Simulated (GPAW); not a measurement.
## How TaV absorbs and reflects light

Aim: the dielectric function of TaV, and the optical constants that follow from it.

Main program and level: GPAW 26.7.0; DFT, LDA, plane-wave PAW (GPAW data sets), scalar-relativistic, RPA, optical limit.

## Step 1: Starting point

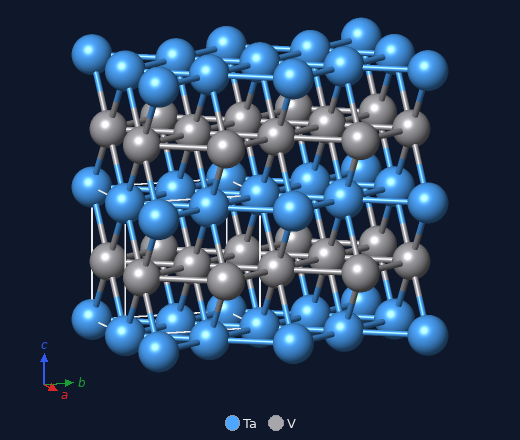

Start, viewed slightly off an axis; tantalum blue, vanadium grey. 2×2×2 cells are drawn. This picture shows the conventional cell, with its axes. Some periodic images of atoms are drawn too.

As a file:

```cif
data_structure
_symmetry_space_group_name_H-M 'Cmmm'
_symmetry_Int_Tables_number 65
_cell_length_a 3.2134
_cell_length_b 4.6155
_cell_length_c 4.3414
_cell_angle_alpha 90.000
_cell_angle_beta 90.000
_cell_angle_gamma 90.000
_cell_volume 64.39
loop_
_atom_site_label
_atom_site_type_symbol
_atom_site_symmetry_multiplicity
_atom_site_Wyckoff_symbol
_atom_site_fract_x
_atom_site_fract_y
_atom_site_fract_z
_atom_site_occupancy
Ta1 Ta 2 a 0.00000 0.00000 0.00000 1
V1 V 2 c 0.50000 0.00000 0.50000 1
```

## Step 2: Ground state

The self-consistent density comes first; it also tells whether there is a gap, which decides the occupations and the need for a Drude term.

This step: DFT, LDA, plane-wave PAW (GPAW data sets), scalar-relativistic, ground state (GPAW 26.7.0).

gs.py reads:

```python
from ase import Atoms
from ase.dft.bandgap import bandgap
from gpaw import GPAW, PW, FermiDirac

atoms = Atoms(['Ta', 'V'],
              cell=[[1.60670000, -2.30777500, 0.00000000],
                    [1.60670000, 2.30777500, 0.00000000],
                    [0.00000000, 0.00000000, 4.34136100]],
              scaled_positions=[[0.00000000, 0.00000000, 0.00000000],
                                [0.50000000, 0.50000000, 0.50000000]],
              pbc=[True, True, True])
atoms.set_initial_magnetic_moments([0.0, 2.0])
atoms.calc = GPAW(mode=PW(450), xc='LDA', kpts={'size': (8, 8, 5), 'gamma': True},
                  occupations=FermiDirac(0.05), maxiter=150, txt='gs.txt')
print('energy (eV)', atoms.get_potential_energy())
print('Fermi level (eV)', atoms.calc.get_fermi_level())
print('valence electrons', atoms.calc.get_number_of_electrons())
print('gap (eV)', bandgap(atoms.calc, output=None)[0])
print('direct gap (eV)', bandgap(atoms.calc, direct=True, output=None)[0])
print('moments', atoms.get_magnetic_moments().round(3).tolist())
atoms.calc.write('gs.gpw')
```

The run is started by

```
$ OMP_NUM_THREADS=1 python gs.py
```

Numbers of over 12 decimals in the logs are rounded to 6 here.

The log of the run:

```text
__  _  _
 | _ |_)|_||  |
 |__||  | ||/\| - 26.7.0

Versions:
  Python: 3.12.14
  ASE:    3.29.0
  Numpy:  2.5.5
  Scipy:  1.18.1
  Libxc:  7.0.0

Input parameters:
  mode=PW(ecut=450.000000),
  kpts=MonkhorstPack(size=(8, 8, 5), gamma=True),
  maxiter=150,
  occupations=Occupations(name='fermi-dirac', width=0.05, fixmagmom=False),
  xc=XC(name='LDA')

Diagonalizing LCAO Hamiltonian
Converting LCAO to pw mode

           V

       Ta

Atoms  # Å, Bohr magnetons
|   | symbol |        x |        y |        z |    initial magnetic moments |
| 0 |     Ta | 0.000000 | 0.000000 | 0.000000 | ( 0.0000,  0.0000,  0.0000) |
| 1 |      V | 1.606700 | 0.000000 | 2.170681 | ( 0.0000,  0.0000,  2.0000) |

Unit cell  # Å
| periodic |        x |         y |        z |  lengths |     angles |
|      yes | 1.606700 | -2.307775 | 0.000000 | 2.811994 |  90.000000 |
|      yes | 1.606700 |  2.307775 | 0.000000 | 2.811994 |  90.000000 |
|      yes | 0.000000 |  0.000000 | 4.341361 | 4.341361 | 110.307824 |

Number of symmetries: 8
Symmetry operations  # r_c * U_cc + t_c -> r_c
|   | kind |            matrix            |
| 0 |  E   |  1, 0, 0,  0, 1, 0,  0, 0, 1 |
| 1 |  σ   |  1, 0, 0,  0, 1, 0,  0, 0,-1 |
| 2 |  σ   |  0, 1, 0,  1, 0, 0,  0, 0, 1 |
| 3 |  C2  |  0, 1, 0,  1, 0, 0,  0, 0,-1 |
| 4 |  σ   |  0,-1, 0, -1, 0, 0,  0, 0, 1 |
| 5 |  C2  |  0,-1, 0, -1, 0, 0,  0, 0,-1 |
| 6 |  C2  | -1, 0, 0,  0,-1, 0,  0, 0, 1 |
| 7 |  i   | -1, 0, 0,  0,-1, 0,  0, 0,-1 |

BZ-sampling:
  Number of BZ points: 320
  Number of IBZ points: 63

  Monkhorst-Pack size: [8, 8, 5]
  Monkhorst-Pack shift: [0.0625, 0.0625, 0.0]

K-points  # in reciprocal-cell coordinates
|     |                                coordinates |     weight |
|   0 | (  0.00000000,   0.00000000,   0.00000000) | 0.00312500 |
|   1 | (  0.00000000,   0.00000000,   0.20000000) | 0.00625000 |
|   2 | (  0.00000000,   0.00000000,   0.40000000) | 0.00625000 |
|   3 | (  0.12500000,  -0.12500000,   0.00000000) | 0.00625000 |
|   4 | (  0.12500000,  -0.12500000,   0.20000000) | 0.01250000 |
|   5 | (  0.12500000,  -0.12500000,   0.40000000) | 0.01250000 |
|   6 | (  0.12500000,   0.00000000,   0.00000000) | 0.01250000 |
|   7 | (  0.12500000,   0.00000000,   0.20000000) | 0.02500000 |
|   8 | (  0.12500000,   0.00000000,   0.40000000) | 0.02500000 |
|   9 | (  0.12500000,   0.12500000,   0.00000000) | 0.00625000 |
| ... |                                            |            |
|  62 | (  0.50000000,   0.50000000,   0.40000000) | 0.00625000 |

Plane wave coefficients: 714
Cutoff: 450.000000 eV

Spin-components: 2 (collinear spins)
Bands:           21
Projectors:      12
Spin-degeneracy: 1
Datatype:        complex128

Parallelization:
  kpt:    1
  domain: 1
  band:   1

Density:
  Valence electrons: 26.0
  Components: 2
  Grid points: [14 14 24]
  Charge: 0.0  # |e|

Potential:
  Grid points: [14 14 24]

species:
  Ta:
    name:    Tantalum
    id:
    Z:       73.0
    valence: 13
    core:    60
    charge:  0.0  # [|e|]
    compensation charges:
      type: gauss
      rc: 0.42  # [Å]
      lmax: 2
    cutoffs:
      filter: 2.36  # [Å]
      core: 3.45  # [Å]
    projectors
    | kind |    occ | energy [eV] | rcut [Å] |
    |   5s |  2.000 |     -72.979 |    1.365 |
    |   6s |  2.000 |      -5.599 |    1.365 |
    |   5p |  6.000 |     -39.590 |    1.349 |
    |   6p |  0.000 |      -1.483 |    1.349 |
    |   5d |  3.000 |      -3.794 |    1.307 |
    |    d |        |      23.417 |    1.307 |

    Using partial waves for Ta as LCAO basis

  V:
    name:    Vanadium
    id:
    Z:       23.0
    valence: 13
    core:    10
    charge:  0.0  # [|e|]
    compensation charges:
      type: gauss
      rc: 0.37  # [Å]
      lmax: 2
    cutoffs:
      filter: 2.14  # [Å]
      core: 0.96  # [Å]
    projectors
    | kind |    occ | energy [eV] | rcut [Å] |
    |   3s |  2.000 |     -69.819 |    1.254 |
    |   4s |  2.000 |      -4.846 |    1.254 |
    |   3p |  6.000 |     -43.961 |    1.281 |
    |   4p |  0.000 |      -1.526 |    1.281 |
    |   3d |  3.000 |      -5.381 |    1.169 |
    |    d |        |      21.830 |    1.169 |

    Using partial waves for V as LCAO basis

Reference energy: -449689.921416  # eV

eigensolver:
  PPCG
  Converge bands: occupied
  niter=2

density mixing:
  MSR1-Mixer
  Pratt-step length: 0.05
  Maximum mixing coefficient: 0.75
  Old densities: 10
  SVD Regularization: 0.005
  Good broyden scale: 1.0
  Trust region scale: 1.0
  Backstep threshold: 4.0
  History deletion threshold: 6.0
  Fourier metric: weight=20.0, sigma=0.015

occupation numbers:
  Fermi-Dirac:
    width: 0.0500  # eV

poisson solver:
  ecut: 3600.000000  # eV

xc functional:
  name: None

convergence criteria:
- Maximum [total energy] change in last 3 cyles: 0.0005 eV / valence electron
- Maximum integral of absolute [dens]ity change: 0.0001 electrons / valence electron
- Maximum integral of absolute [eigenst]ate change: 4e-08 eV^2 / valence electron
maximum number of iterations: 150

SCF iterations
|iter     |      energy | eigst |  dens |  magmom |
|iter:   1||  -20.406720 | +0.27 |       |  +2.0045|
|iter:   2||  -20.335199 | -1.97 | -1.05 |  +1.9540|
|iter:   3||  -20.645540 | -1.03 | -1.08 |  +1.3126|
|iter:   4||  -21.379397 | -0.90 | -1.08 |  +1.2896|
|iter:   5||  -20.177872 | -1.45 | -0.90 |  +1.1041|
|iter:   6||  -20.213185 | -2.66 | -1.65 |  +0.7528|
|iter:   7||  -20.225467 | -3.16 | -1.85 |  +0.4003|
|iter:   8||  -20.228367 | -3.71 | -2.17 |  +0.3126|
|iter:   9||  -20.229372c| -4.16 | -2.44 |  +0.2171|
|iter:  10||  -20.229347c| -4.84 | -2.76 |  +0.1606|
|iter:  11||  -20.229346c| -5.01 | -3.09 |  +0.1069|
|iter:  12||  -20.229314c| -4.85 | -3.21 |  +0.0307|
|iter:  13||  -20.229328c| -5.16 | -3.40 |  -0.0267|
|iter:  14||  -20.229331c| -6.06 | -3.73 |  -0.0116|
|iter:  15||  -20.229328c| -6.89 | -4.15c|  -0.0053|
|iter:  16||  -20.229329c| -7.12 | -4.45c|  -0.0005|
|iter:  17||  -20.229328c| -7.91c| -5.13c|  +0.0002|

Converged in 17 steps
SCF loop duration: 40.558 s (2.386 s/step)
Energy contributions relative to reference atoms: (reference = -449689.921416)

Energy contributions:
  Kinetic:           0.333070
  Coulomb:          -2.002327
  Zero:             -0.163526
  External:          0.000000
  Xc:              -18.381711
  Entropy:          -0.029667
  Spinorbit:         0.000000
  ----------------------------
  Free energy:     -20.244162
  Extrapolated:    -20.229328

dipole moment: (-11.575906, 0.000000, -15.639256)  # |e|*Ang

Total magnetic moment: (0.000000, 0.000000, 0.000187)

Local magnetic moments
|        x |        y |        z |
| 0.000000 | 0.000000 | 0.000021 |  # Ta   0
| 0.000000 | 0.000000 | 0.000120 |  # V    1

Fermi level: 10.168
Eigenvalues  # (at kpt = [0.000, 0.000, 0.000])
| band index |      eig [eV] | occ [0-1] |      eig [eV] | occ [0-1] |
|          0 |       -56.607 |     1.000 |       -56.607 |     1.000 |
|        ... |               |           |               |           |
|          3 |       -26.986 |     1.000 |       -26.986 |     1.000 |
|          4 |       -26.915 |     1.000 |       -26.915 |     1.000 |
|          5 |       -23.348 |     1.000 |       -23.348 |     1.000 |
|          6 |       -22.928 |     1.000 |       -22.928 |     1.000 |
|          7 |       -22.734 |     1.000 |       -22.734 |     1.000 |
|          8 |         2.920 |     1.000 |         2.920 |     1.000 |
|          9 |         6.542 |     1.000 |         6.542 |     1.000 |
|         10 |         8.856 |     1.000 |         8.856 |     1.000 |
|         11 |        10.238 |     0.197 |        10.238 |     0.196 |
|         12 |        10.644 |     0.000 |        10.644 |     0.000 |
|         13 |        10.993 |     0.000 |        10.993 |     0.000 |
|         14 |        12.115 |     0.000 |        12.115 |     0.000 |
|         15 |        12.334 |     0.000 |        12.334 |     0.000 |
|         16 |        12.392 |     0.000 |        12.392 |     0.000 |
|         17 |        14.200 |     0.000 |        14.200 |     0.000 |
|         18 |        14.916 |     0.000 |        14.916 |     0.000 |
|        ... |               |           |               |           |
|         20 |        21.809 |     0.000 |        21.809 |     0.000 |

No gap
No difference between direct/indirect transitions

--- standard output ---
energy (eV) -20.229328
Fermi level (eV) 10.168007
valence electrons 26.0
gap (eV) 0.0
direct gap (eV) 0.0
moments [0.0, 0.0]
```

Run time: 43 s. Hardware: 1 thread of Arm Neoverse V2, shared host; peak memory 0.17 GiB.

Read-outs, printed or worked out from the files:

```
energy       : -20.23 eV
Fermi energy : 10.17 eV
electrons    : 26
```

There are states at the Fermi level within the smearing, so the occupations stay smeared and the carriers get a Drude term.

## Step 3: Bands for the response

At the fixed density, many empty bands are solved on the mesh of the response, since the spectrum sums over them.

This step: DFT, LDA, plane-wave PAW (GPAW data sets), scalar-relativistic, bands at fixed density (GPAW 26.7.0).

nscf.py reads:

```python
from ase.dft.bandgap import bandgap
from gpaw import GPAW, FermiDirac

calc = GPAW('gs.gpw').fixed_density(kpts={'size': (16, 16, 10), 'gamma': True}, nbands=37, convergence={'bands': 31},
                                    occupations=FermiDirac(0.05), txt='nscf.txt')
print('gap (eV)', bandgap(calc, output=None)[0])
print('direct gap (eV)', bandgap(calc, direct=True, output=None)[0])
print('top band over the Fermi level (eV)', min(calc.get_eigenvalues(kpt=k)[30] for k in range(len(calc.get_ibz_k_points()))) - calc.get_fermi_level())
calc.write('full.gpw', mode='all')
```

The run is started by

```
$ OMP_NUM_THREADS=1 python nscf.py
```

The log of the run:

```text
Diagonalizing LCAO Hamiltonian
Converting LCAO to pw mode
convergence criteria:
- Maximum integral of absolute [eigenst]ate change: 4e-08 eV^2 / valence electron
maximum number of iterations: 150

SCF iterations
|iter     |      energy | eigst |  dens |  magmom |
|iter:   1||             | +2.63 |       |  +0.0002|
|iter:   2||             | +0.80 |       |  +0.0002|
|iter:   3||             | -0.50 |       |  +0.0002|
|iter:   4||             | -1.78 |       |  +0.0002|
|iter:   5||             | -3.06 |       |  +0.0002|
|iter:   6||             | -4.22 |       |  +0.0002|
|iter:   7||             | -4.85 |       |  +0.0002|
|iter:   8||             | -6.13 |       |  +0.0002|
|iter:   9||             | -7.15 |       |  +0.0002|
|iter:  10||             | -8.27c|       |  +0.0002|
SCF steps: 10
  __  _  _
 | _ |_)|_||  |
 |__||  | ||/\| - 26.7.0

Versions:
  Python: 3.12.14
  ASE:    3.29.0
  Numpy:  2.5.5
  Scipy:  1.18.1
  Libxc:  7.0.0

Input parameters:
  mode=PW(ecut=450.000000),
  convergence={'bands': 31},
  gpts=array([14, 14, 24]),
  kpts=MonkhorstPack(size=(16, 16, 10), gamma=True),
  maxiter=150,
  nbands=37,
  occupations=Occupations(name='fermi-dirac', width=0.05, fixmagmom=False),
  parallel={},
  xc=XC(name='LDA')

--- standard output ---
gap (eV) 0.0
direct gap (eV) 0.0
top band over the Fermi level (eV) 23.795666
```

It took 4.4 min on 1 thread; peak memory 0.6 GiB.

[end of part 1 of 2]

[Machine, clock and banner lines and Python warnings are left out of the logs.]

[Logs are printed without paths, hosts, clocks, repeated set-up lines and the standing remarks that a program may print on its own settings, such as how far it seeks lower states.]

[Hosts, paths, dates, database ids (printed as entryN), source tags and the programs' standing remarks are cut or masked in the printed files.]
